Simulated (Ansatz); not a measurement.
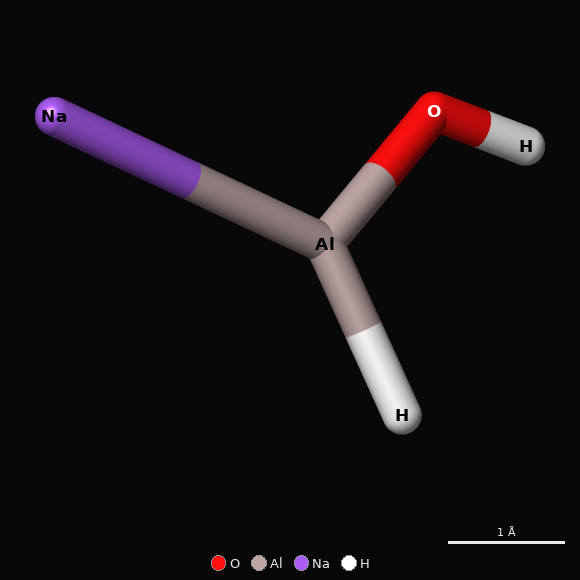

Stick drawing of a structure.

> Give the formula.

AlH2NaO, 5 atoms: 1 aluminium, 2 hydrogen, 1 sodium and 1 oxygen.

> Count the bonded pairs by element.

1 Al–O, 1 Al–Na, 1 O–H, 1 Al–H.

> What is the point group of this geometry?

Cs.

The parts below concern this one geometry. Atoms keep their numbers from picture to picture. The computed structure is the end point of a PBE0-D4/def2-TZVP optimisation. No frequency run is at hand to confirm it as a minimum.

## Geometry

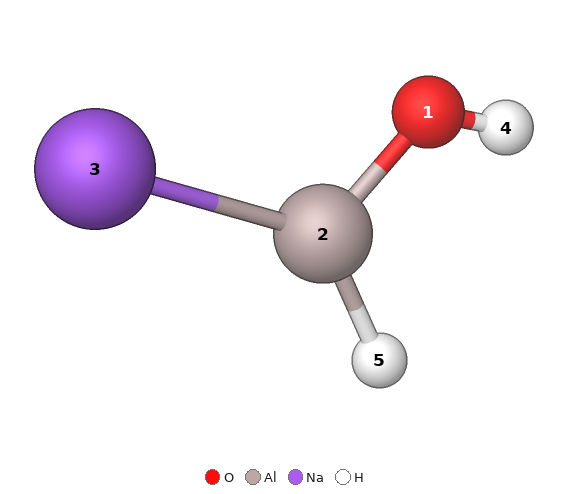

Atoms carry their numbers in the input. No frequency run is at hand to confirm it as a minimum.

Which atoms are bonded, and how long are the bonds?

| bond | length (Å) |
| --- | --- |
| O1–Al2 | 1.730 |
| O1–H4 | 0.958 |
| Al2–Na3 | 2.889 |
| Al2–H5 | 1.630 |

## Dipole moment

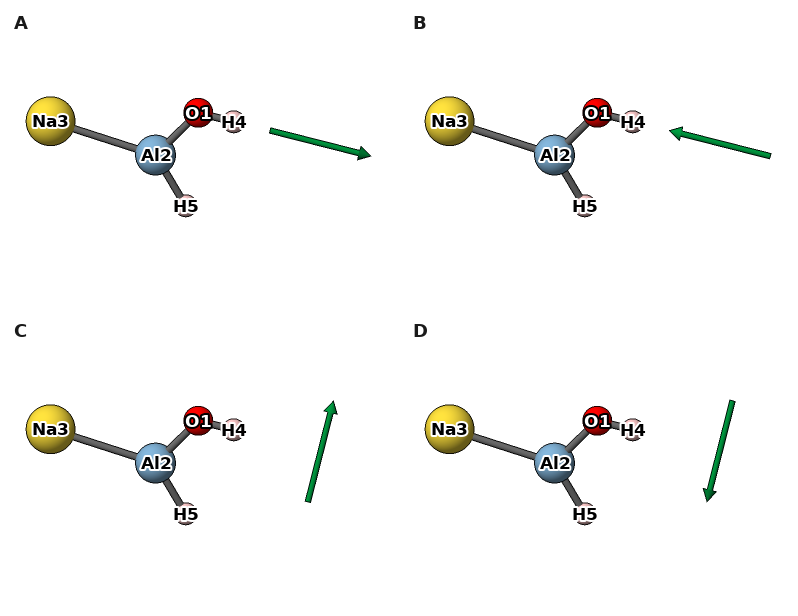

The same molecule four times, each with an arrow. No frequency run is at hand to confirm it as a minimum. Level of theory: RKS PBE0-D4/def2-TZVP (Ansatz 0.2.0).

> Which arrow points along the dipole moment, from the negative to the positive end?

B. The dipole moment is 5.76 D; it points from the side of H4 to the side of Na3 (the outermost atoms at the two ends).

## Electronic properties

No frequency run is at hand to confirm it as a minimum. Level of theory: RKS PBE0-D4/def2-TZVPP (Ansatz 0.2.0).

> Give the LUMO energy (Kohn–Sham orbital) at this level.

−1.41 eV.

> Estimate the HOMO energy (Kohn–Sham orbital).

−4.77 eV.

## Charges

The questions are on Mulliken charges. No frequency run is at hand to confirm it as a minimum. Properties computed with RKS PBE0-D4/def2-TZVP (Ansatz 0.2.0).

> Which atom carries the highest charge (most positive or least negative)?

H4 (0.30 e).

> And the lowest?

O1 (−0.57 e).

List the Mulliken charges.

```
atom  value (e)
  O1      −0.57
 Al2       0.18
 Na3       0.24
  H4       0.30
  H5      −0.15
```

Mulliken values depend strongly on the basis set and can even reverse the polarity of a bond.
